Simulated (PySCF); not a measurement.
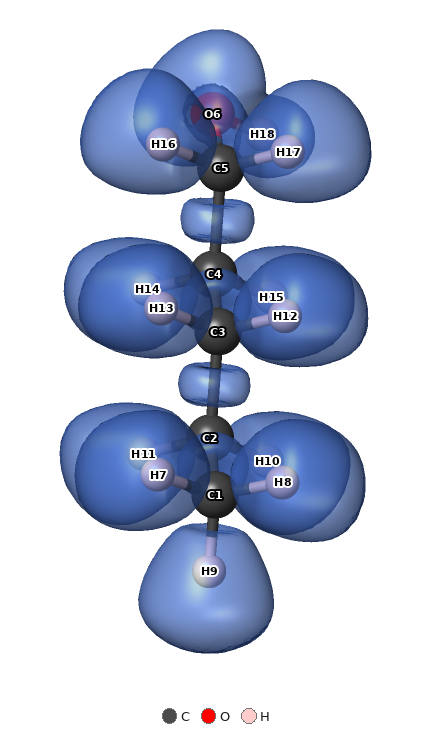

Figure 1: C$_{5}$H$_{12}$O (SMILES CCCCCO). Isosurface of the ELF at 0.75 (blue), seen at an oblique angle. Only the valence region is drawn (cores and ρ < 0.01 e/Å³ removed).

Geometry: PBE0-D3(BJ)/def2-TZVP.

Theory: PBE0/pcSseg-2, SCF density, gas phase, non-relativistic in PySCF 2.14.0.

```yaml
atoms:
  - { symbol: C, position_ang: [2.7254, 0.3176, 0.4267] }
  - { symbol: C, position_ang: [1.3788, 0.7222, -0.1465] }
  - { symbol: C, position_ang: [0.2695, -0.2596, 0.1943] }
  - { symbol: C, position_ang: [-1.0820, 0.1377, -0.3741] }
  - { symbol: C, position_ang: [-2.1774, -0.8526, -0.0342] }
  - { symbol: O, position_ang: [-3.4260, -0.5209, -0.6052] }
  - { symbol: H, position_ang: [3.0354, -0.6610, 0.0495] }
  - { symbol: H, position_ang: [2.6852, 0.2514, 1.5175] }
  - { symbol: H, position_ang: [3.5057, 1.0361, 0.1662] }
  - { symbol: H, position_ang: [1.1042, 1.7170, 0.2229] }
  - { symbol: H, position_ang: [1.4537, 0.8147, -1.2359] }
  - { symbol: H, position_ang: [0.1957, -0.3557, 1.2848] }
  - { symbol: H, position_ang: [0.5423, -1.2549, -0.1781] }
  - { symbol: H, position_ang: [-1.0209, 0.2331, -1.4635] }
  - { symbol: H, position_ang: [-1.3613, 1.1281, 0.0104] }
  - { symbol: H, position_ang: [-1.9249, -1.8398, -0.4308] }
  - { symbol: H, position_ang: [-2.2607, -0.9567, 1.0578] }
  - { symbol: H, position_ang: [-3.6728, 0.3544, -0.2960] }
```

Q: Where are the electrons localised?

A: The surface consists of four regions between bonded C–C atoms (shared pairs), eleven regions around hydrogen nuclei and one joined region spread over several atoms (H, O), in which their bonds and any lone pairs are merged.

Values along the shortest contacts:
C–O (1.41 Å): the ELF peaks at about 0.90 between the atoms, as expected for a shared but strongly polarised pair. C–C (1.52 Å): the ELF peaks at about 0.95 between the atoms, as expected for a covalent bond.
